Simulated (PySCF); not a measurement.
# [RuN3]-: singlet, from a trigonal planar start

Where does singlet [RuN3]- go from a trigonal planar start, is the end point a minimum, and what are its modes, charges and moments?

Program: PySCF 2.14.0. Level of theory: PBE0, basis Ru def2-SVPD with ECP28, N def2-SVPD, scalar-relativistic core potentials, no spin–orbit coupling, density fitting. These are calculated values, not measurements.

## (1) Where the work starts

4 atoms, charge -1, spin multiplicity 1.

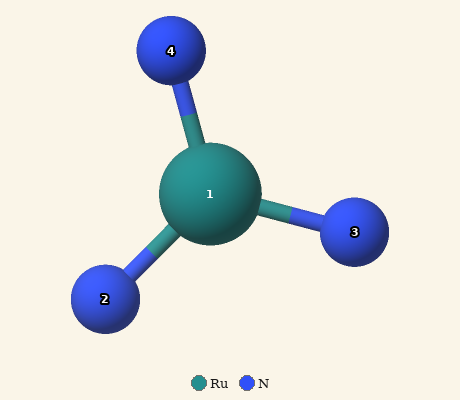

Start geometry, drawn with ruthenium teal, nitrogen blue; atoms are numbered from 1 in the order of the file.

Coordinates in bohr (charge -1 multiplicity 1):
```
Ru    0.0000    0.0000    0.0000
N     3.2881    0.0000    0.0000
N    -1.6441    2.8476    0.0000
N    -1.6441   -2.8476    0.0000
```

## (2) Relaxation: trigonal planar start, singlet

One driver script runs all steps and calls PySCF; scf.py shows how it sets up the SCF of each step. The optimiser is the driver's own. Before each start the driver seeks the lowest SCF state from one or more starting densities and follows internal instabilities, so scf.py alone need not reach the same state.

The program finds D3h symmetry in the start, which this walk keeps. The walk stops when the largest gradient is under 0.0003 Eh/bohr and the energy has settled too.

scf.py

```python
from pyscf import gto, scf, dft
mol = gto.M(atom='''
Ru    -0.000000     0.000000    -0.000000
N      1.740009    -0.000008    -0.000000
N     -0.869998     1.506896     0.000000
N     -0.870011    -1.506888    -0.000000''',
    basis={'Ru': 'def2-SVPD', 'N': 'def2-SVPD'},
    ecp={'Ru': 'def2-SVPD'},
    charge=-1, spin=0)
mf = dft.RKS(mol, xc='PBE0')
mf.grids.atom_grid = (50, 194)
aux = {'Ru': 'def2-universal-JKFIT', 'N': 'def2-universal-JKFIT'}
mf = mf.density_fit(auxbasis=aux)
mf.kernel()
```

Energy and gradient, step by step:

| step | energy (Eh) | change (kJ/mol) | largest symmetric gradient (Eh/bohr) |
| --- | --- | --- | --- |
| 0 | -258.631316 | 0.00 | 0.00734 |
| 1 | -258.631456 | -0.37 | 0.00251 |
| 2 | -258.631475 | -0.42 | 0.00005 |

The walk took 6.4 s on 4 threads, shared host.

It settles in D3h symmetry, 0.4 kJ/mol below the start, after 2 steps: Ru–N 1.732 Å (×3); N–Ru–N 120.0° (×3).

## (3) Is it a minimum? Harmonic modes

On the finer grid the gradient is checked again; gradients at displacements of ±0.01 bohr then give force constants and infrared intensities.

Edit scf.py of step 2 so:

```diff
@@ -3,4 +3,4 @@
-Ru    -0.000000     0.000000    -0.000000
-N      1.740009    -0.000008    -0.000000
-N     -0.869998     1.506896     0.000000
-N     -0.870011    -1.506888    -0.000000''',
+Ru     0.000000    -0.000000     0.000000
+N      1.732360    -0.000008     0.000000
+N     -0.866173     1.500272     0.000000
+N     -0.866187    -1.500264    -0.000000''',
@@ -11 +11 @@
-mf.grids.atom_grid = (50, 194)
+mf.grids.atom_grid = (75, 302)
```

This SCF starts from the last density.

SCF at the final geometry:

```text
init E= -258.631566333644
  HOMO = -0.0510342183303845  LUMO = -0.0132657939116054  gap/eV = 1.02773
cycle= 1 E= -258.63156633127  delta_E= 2.37e-09  |g|= 0.000102  |ddm|= 9.13e-05
  HOMO = -0.0510387789087083  LUMO = -0.0132650124753813  gap/eV = 1.02788
cycle= 2 E= -258.631566221924  delta_E= 1.09e-07  |g|= 0.000688  |ddm|= 0.000613
  HOMO = -0.0510364452667424  LUMO = -0.01326541673318  gap/eV = 1.02780
cycle= 3 E= -258.631566333479  delta_E= -1.12e-07  |g|= 3.37e-05  |ddm|= 0.000539
  HOMO = -0.05103513537337  LUMO = -0.0132656415970125  gap/eV = 1.02776
cycle= 4 E= -258.631566333707  delta_E= -2.28e-10  |g|= 6.94e-07  |ddm|= 2.38e-05
  HOMO = -0.0510351354222731  LUMO = -0.0132656408592275  gap/eV = 1.02776
cycle= 5 E= -258.631566333709  delta_E= -2.22e-12  |g|= 7.48e-07  |ddm|= 4.77e-06
  HOMO = -0.0510351375398841  LUMO = -0.0132656392256152  gap/eV = 1.02776
Extra cycle  E= -258.631566333719  delta_E= -9.55e-12  |g|= 2.09e-06  |ddm|= 2.07e-05
converged SCF energy = -258.631566333719
```

The whole step took 27 s.

Geometry: D3h; Ru–N 1.732 Å (×3); N–Ru–N 120.0° (×3).

Harmonic modes (main isotopes):

```json
{"symmetry": "a2''", "ω (cm⁻¹)": "89i", "IR (km/mol)": "0.3", "μ (u)": "18.72"}
{"symmetry": "e'", "ω (cm⁻¹)": "203", "IR (km/mol)": "1.3", "μ (u)": "15.42"}
{"symmetry": "e'", "ω (cm⁻¹)": "761", "IR (km/mol)": "21.2", "μ (u)": "16.66"}
{"symmetry": "a1'", "ω (cm⁻¹)": "986", "IR (km/mol)": "0.0", "μ (u)": "14.00"}
```

1 mode is imaginary, the largest at 89i cm⁻¹: a saddle point, not a minimum.

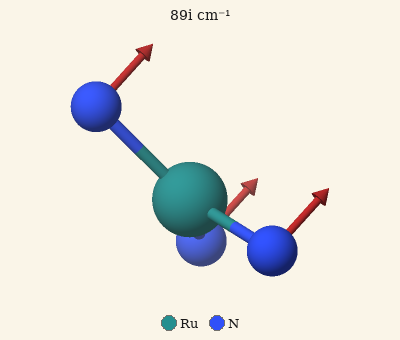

The imaginary mode, as arrows.

Constants and moments:

```yaml
Dipole_moment_about_the_centre_of_mass: 0.00 D
Highest_occupied_level: -1.39 eV
Lowest_empty_level: -0.36 eV
Rotational_constants: 0.2674, 0.2674, 0.1337 cm⁻¹
Zero-point_energy_real_modes: 17.4 kJ/mol
Principal_polarisabilities: 51.1, 82.2, 82.2 bohr³
Principal_traceless_quadrupole_moments_about_the_centre_of_mass: -3.44, -3.44, 6.88 D Å
```

Populations by atom (charges in e):

```tsv
atom	Mulliken	Löwdin	polar tensor	Mayer order to Ru1
Ru1	0.17	-0.30	-0.32	–
N2,3,4	-0.39	-0.23	-0.23	1.94
```

Outer orbital energies (eV). occupied: -6.52, -5.27, -5.27, -5.23, -2.70, -2.48, -2.48, -1.39; empty: -0.36, 2.80, 2.80, 5.06.

Mulliken populations on Ru1 (outside its core potential): s 2.83, p 6.73, d 6.25, f 0.03.

## (4) Downhill along the imaginary mode

The start is the last point, displaced along its most imaginary mode.

The program finds C3v symmetry in the start, which this walk keeps. Threshold on the gradient: 0.0003 Eh/bohr, with a further test on the energy change.

Edit scf.py of step 3 so:

```diff
@@ -3,4 +3,4 @@
-Ru     0.000000    -0.000000     0.000000
-N      1.732360    -0.000008     0.000000
-N     -0.866173     1.500272     0.000000
-N     -0.866187    -1.500264    -0.000000''',
+Ru    -0.000000    -0.000000     0.103060
+N      1.732360    -0.000008    -0.250000
+N     -0.866173     1.500272    -0.250000
+N     -0.866187    -1.500264    -0.250000''',
@@ -11 +11 @@
-mf.grids.atom_grid = (75, 302)
+mf.grids.atom_grid = (50, 194)
```

Energy and gradient, step by step:

```csv
step,energy (Eh),change (kJ/mol),largest symmetric gradient (Eh/bohr)
0,-258.628010,0.00,0.03482
1,-258.632039,-10.58,0.01121
2,-258.632410,-11.55,0.00110
3,-258.632425,-11.59,0.00032
4,-258.632430,-11.61,0.00001
```

The walk took 12 s.

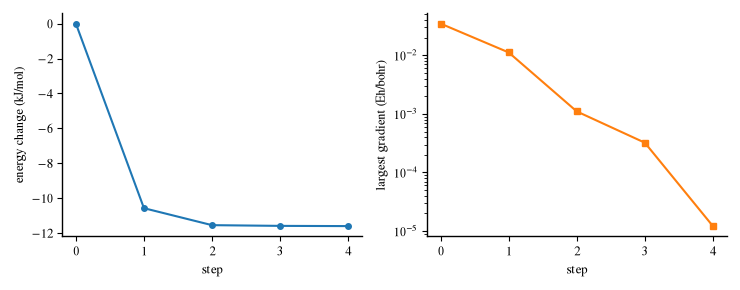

How energy and gradient fall.

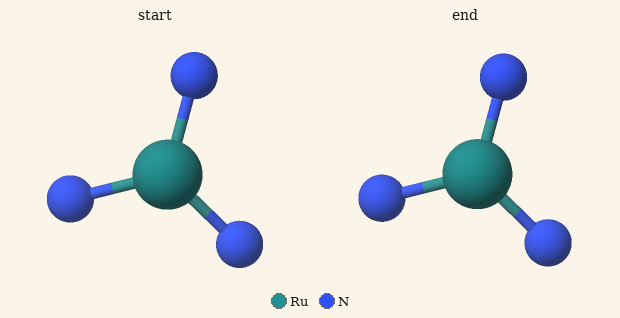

Start and end of the relaxation.

End point (C3v, 4 steps, 11.6 kJ/mol gained): Ru–N 1.728 Å (×3); N–Ru–N 117.0° (×3).

## (5) Is it a minimum? Harmonic modes

The same treatment as at the point before.

Edit scf.py of step 4 so:

```diff
@@ -3,4 +3,4 @@
-Ru    -0.000000    -0.000000     0.103060
-N      1.732360    -0.000008    -0.250000
-N     -0.866173     1.500272    -0.250000
-N     -0.866187    -1.500264    -0.250000''',
+Ru    -0.000000     0.000000     0.093425
+N      1.699951    -0.000008    -0.215212
+N     -0.849969     1.472205    -0.215212
+N     -0.849982    -1.472197    -0.215212''',
@@ -11 +11 @@
-mf.grids.atom_grid = (50, 194)
+mf.grids.atom_grid = (75, 302)
```

Log of the central SCF (cycles and frontier levels), cut to the lines that bear on the results:

```text
[... the frontier levels of the middle cycles are left out ...]
init E= -258.632377549335
  HOMO = -0.04273345147271  LUMO = -0.0108081061156806  gap/eV = 0.86873
cycle= 1 E= -258.632377548395  delta_E= 9.4e-10  |g|= 8.35e-05  |ddm|= 0.00014
  HOMO = -0.0427504673803796  LUMO = -0.0108092441218552  gap/eV = 0.86916
cycle= 2 E= -258.632377525225  delta_E= 2.32e-08  |g|= 0.000354  |ddm|= 0.000378
  HOMO = -0.042739378096817  LUMO = -0.0108105809828967  gap/eV = 0.86883
cycle= 3 E= -258.632377550347  delta_E= -2.51e-08  |g|= 7.78e-05  |ddm|= 0.000285
cycle= 4 E= -258.632377552412  delta_E= -2.07e-09  |g|= 1.61e-05  |ddm|= 9e-05
cycle= 5 E= -258.632377552128  delta_E= 2.85e-10  |g|= 1.57e-05  |ddm|= 2.65e-05
cycle= 6 E= -258.632377549324  delta_E= 2.8e-09  |g|= 1.14e-06  |ddm|= 0.000531
cycle= 7 E= -258.632377549324  delta_E= -5.12e-13  |g|= 1.71e-07  |ddm|= 5.95e-06
  HOMO = -0.0427377289616704  LUMO = -0.0108094267826448  gap/eV = 0.86881
Extra cycle  E= -258.632377549322  delta_E= 1.71e-12  |g|= 4.45e-07  |ddm|= 7.37e-07
converged SCF energy = -258.632377549322
```

The whole step took 42 s.

Geometry: C3v; Ru–N 1.728 Å (×3); N–Ru–N 116.9° (×3).

Harmonic modes (main isotopes):

```
symmetry  ω (cm⁻¹)  IR (km/mol)  μ (u)     type
      a1       131          0.4  18.36     bend
       e       212          0.6  15.40     bend
       e       757         18.8  16.47  stretch
      a1       994          8.3  14.21  stretch
```

Every mode is real; the point is a minimum.

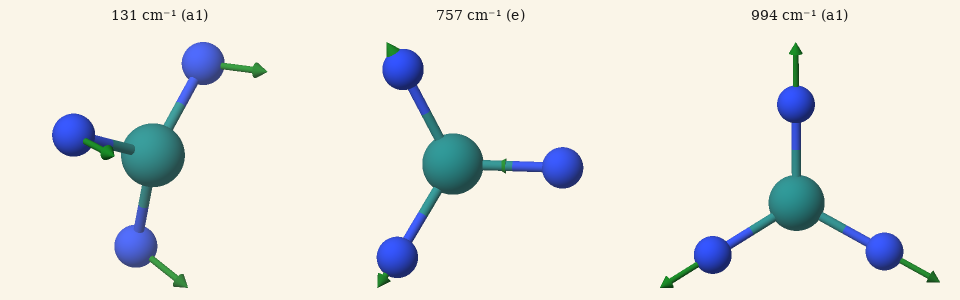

How the atoms move in 3 of the modes.

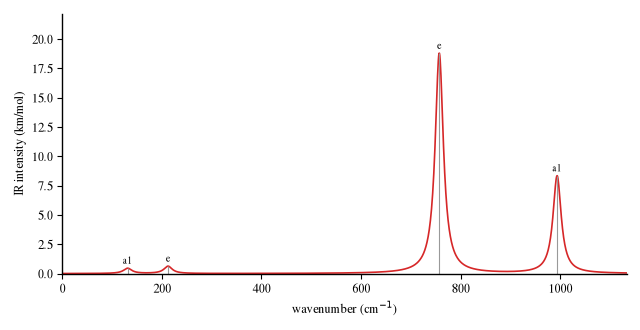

The harmonic infrared spectrum (widths in cm⁻¹). Lines are broadened to a width of 20 cm⁻¹ (Lorentzian).

Properties at this point:

```
Dipole moment about the centre of mass                          : 0.16 D
Highest occupied level                                          : -1.16 eV
Lowest empty level                                              : -0.29 eV
Rotational constants                                            : 0.2653, 0.2653, 0.1389 cm⁻¹
Zero-point energy                                               : 18.3 kJ/mol
Principal polarisabilities                                      : 55.9, 80.8, 80.8 bohr³
Principal traceless quadrupole moments about the centre of mass : -2.70, -2.70, 5.40 D Å
Entropy at 298.15 K and 1 bar                                   : 296.3 J/(mol K)
Heat capacity Cp at 298.15 K                                    : 64.2 J/(mol K)
Enthalpy at 298.15 K above 0 K                                  : 15.12 kJ/mol
Rotational symmetry number                                      : 3
```

Charges (e) and bond orders:

```json
{"atom": "Ru1", "Mulliken": "0.17", "Löwdin": "-0.30", "polar tensor": "-0.32", "Mayer order to Ru1": "–"}
{"atom": "N2,3,4", "Mulliken": "-0.39", "Löwdin": "-0.23", "polar tensor": "-0.23", "Mayer order to Ru1": "1.96"}
```

Outer orbital energies (eV). occupied: -6.56, -5.39, -5.39, -5.34, -2.94, -2.48, -2.48, -1.16; empty: -0.29, 2.83, 2.83, 4.87.

Mulliken populations on Ru1 (outside its core potential): s 2.77, p 6.86, d 6.17, f 0.03.

## (6) Stability of the closed shell

At the lowest minimum the closed shell is tested against spin polarisation, on the (50, 194) grid. It is unstable: an open-shell solution lies lower. That solution was not followed to a minimum here.

## (7) The points found, side by side

| spin | group | bonds | imaginary modes (cm⁻¹) | ΔE (kJ/mol) | with zero-point energy |
| --- | --- | --- | --- | --- | --- |
| singlet | C3v | Ru–N 1.728 Å (×3) | none | 0.0 | 0.0 |
| singlet | D3h | Ru–N 1.732 Å (×3) | 89i | 2.1 | – |

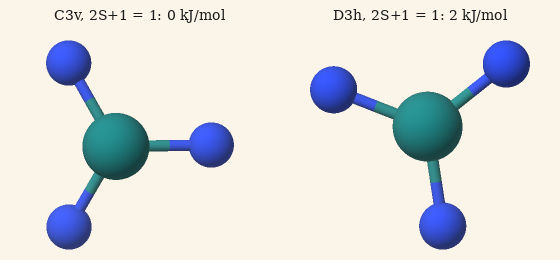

The points, lowest first (ruthenium teal, nitrogen blue).

## (8) Outcome

```
                            quantity                                                            value
                             minimum  singlet, C3v (closed shell, unstable towards spin polarisation)
                            geometry                            Ru–N 1.728 Å (×3); N–Ru–N 116.9° (×3)
                  wavenumbers (cm⁻¹)                             131 (a1), 212 (e), 757 (e), 994 (a1)
      dipole moment (centre of mass)                                                           0.16 D
highest occupied, lowest empty level                                                  -1.16, -0.29 eV
          polar-tensor charge of Ru1                                                          -0.32 e
                   zero-point energy                                                      18.3 kJ/mol
```

What this shows: The trigonal planar start (D3h) ends in a minimum of C3v symmetry, after a first stop at a saddle point 2.1 kJ/mol higher, from which it was pushed off along an imaginary mode. The strongest infrared band lies at 757 cm⁻¹ (e, stretch). Only this shape and spin were tried, so other structures or states may lie lower. The small gap makes a closed-shell description doubtful. A stability analysis at the minimum finds the closed shell unstable towards spin polarisation: an open-shell solution lies lower, and these values are not those of the lowest state.

The search up to here took 99 s on 4 threads, shared host.
